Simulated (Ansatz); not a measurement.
# CF₆Sn: basis-set convergence

How large a basis does CF₆Sn need? Two functionals are run in growing sets.

Program: Ansatz 0.2.0, Gaussian basis. Level of theory: one geometry, several basis sets. These are calculated values, not measurements.

Plan: PBE0-D4/def2-SVP; ωB97M-V/def2-SVP; PBE0-D4/def2-QZVPP; ωB97M-V/def2-QZVPP; the functionals' def2-TZVPP values are taken from earlier runs.

## 1. The relaxed structure

All runs share one geometry, relaxed beforehand with PBE0-D4 in a triple-zeta def2 set. Sn takes the def2 core potential; no spin-orbit term is included.

SMILES `F[C](F)(F)[Sn]([F])([F])[F]`, 8 atoms, charge 0, spin multiplicity 1.

Atoms are counted from 1 here; the program's logs count them from 0.

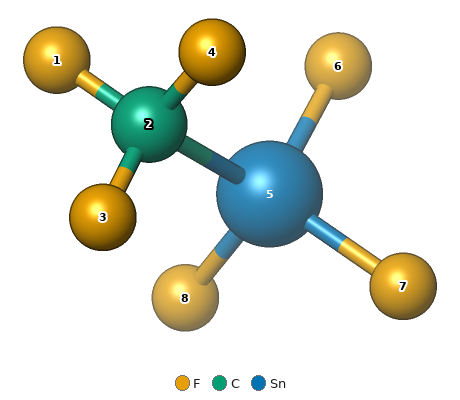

The geometry (fluorine amber, carbon teal, tin blue); atoms are numbered from 1 in the order of the file.

As a file:

```mol
CF6Sn
  3D, bonds by distance, orders not assigned

  8  7  0  0  0  0  0  0  0  0999 V2000
    0.9558   -1.0031    1.5509 F   0  0
    0.9614   -0.6871    0.2600 C   0  0
    0.9411   -1.8099   -0.4505 F   0  0
    2.0873   -0.0352   -0.0110 F   0  0
   -0.7856    0.5632   -0.2310 Sn  0  0
   -0.8142    2.1764    0.7512 F   0  0
   -0.8328    1.0489   -2.0558 F   0  0
   -2.4209   -0.3103    0.1306 F   0  0
  1  2  8  0
  2  3  8  0
  2  4  8  0
  2  5  8  0
  5  6  8  0
  5  7  8  0
  5  8  8  0
M  END
```

## 2. PBE0-D4 in def2-SVP

File in.yaml:

```yaml
crystal:
  periodic: [false, false, false]
  atoms:
    - {symbol: F, position_ang: [0.955813, -1.003109, 1.550866]}
    - {symbol: C, position_ang: [0.961394, -0.687064, 0.260023]}
    - {symbol: F, position_ang: [0.941114, -1.809949, -0.450549]}
    - {symbol: F, position_ang: [2.087341, -0.035153, -0.011047]}
    - {symbol: Sn, position_ang: [-0.785583, 0.563188, -0.231039]}
    - {symbol: F, position_ang: [-0.814235, 2.176429, 0.751155]}
    - {symbol: F, position_ang: [-0.832850, 1.048945, -2.055822]}
    - {symbol: F, position_ang: [-2.420895, -0.310289, 0.130613]}
basis:
  gaussian: {orbitals: def2-SVP}
hamiltonian: {xc: pbe0, dispersion: d4}
output: {orbitals: {seedname: orbitals}}
```

On the command line:

```console
> ansatz run in.yaml --threads 4 --pin off --events-out ev --progress --plain --max-ram 11315MiB
```

After this run come: ωB97M-V in def2-SVP; PBE0-D4 in def2-QZVPP; ωB97M-V in def2-QZVPP.

Before running them: what should the planned runs give, taken together? Wanted: PBE0-D4: double and triple zeta above quadruple; ωB97M-V: double and triple zeta above quadruple.

As calculated:

| quantity | value |
| --- | --- |
| PBE0-D4: double and triple zeta above quadruple | 23.12, 1.02 eV |
| ωB97M-V: double and triple zeta above quadruple | 23.48, 0.96 eV |

For PBE0-D4 the step from double to triple zeta gains 22.10 eV and the next only 1.02 eV. Total energies overstate the basis error of differences, where much of it tends to cancel.
